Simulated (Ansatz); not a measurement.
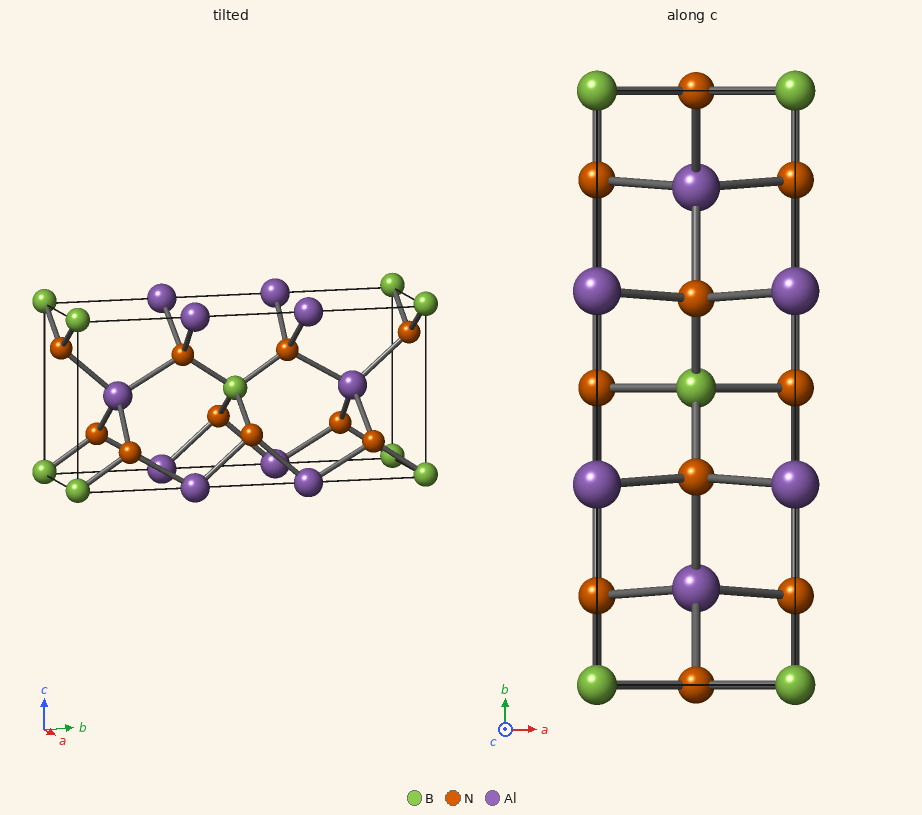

The figure gives a ball-and-stick picture of the atoms, viewed slightly off an axis and along the c axis. The conventional unit cell is drawn as a box.

Al$_{2}$BN$_{3}$, space group Imm2 (No. 44), a = 2.912 Å, b = 8.727 Å, c = 4.171 Å, α = 90.00°, β = 90.00°, γ = 90.00°. The initial geometry was a structure type filled with these elements by a generator (whether the compound takes this form wasn't checked). Earlier steps of the study, as a rule a relaxation of our own, may have changed the cell and positions, so they can lie some per cent off the listed ones. A calculation with Ansatz used it as input.

This one geometry was computed with Ansatz (DFT, plane waves, PAW) at four levels of theory: PBE, r2SCAN, HSE06 and PBE0. It was relaxed beforehand with r2SCAN.

Which level gives the highest pressure at this volume, and what does that say about its equilibrium volume?

Highest: PBE (4.6 GPa), which points to the largest equilibrium volume. Lowest, with the smallest volume: HSE06 (-1.7 GPa) and PBE0 (-1.7 GPa). Levels within 0.5 GPa of each other can't be told apart.

How does the band gap change with the level of theory?

PBE: a gap of 3.04 eV, indirect; r2SCAN: a gap of 3.60 eV, indirect; HSE06: a gap of 4.27 eV, indirect; PBE0: a gap of 5.01 eV, indirect.

Collect the results in a table.

| level | cutoff (eV) | k-mesh of the run's cell | gap (eV) | pressure (GPa) |
| --- | --- | --- | --- | --- |
| PBE | 420 | 10×10×10 | 3.04 | 4.6 |
| r2SCAN | 500 | 10×10×10 | 3.60 | 0.0 |
| HSE06 | 420 | 6×6×6 | 4.27 | -1.7 |
| PBE0 | 420 | 6×6×6 | 5.01 | -1.7 |

Gaps are taken on the k-mesh or band path of each run.
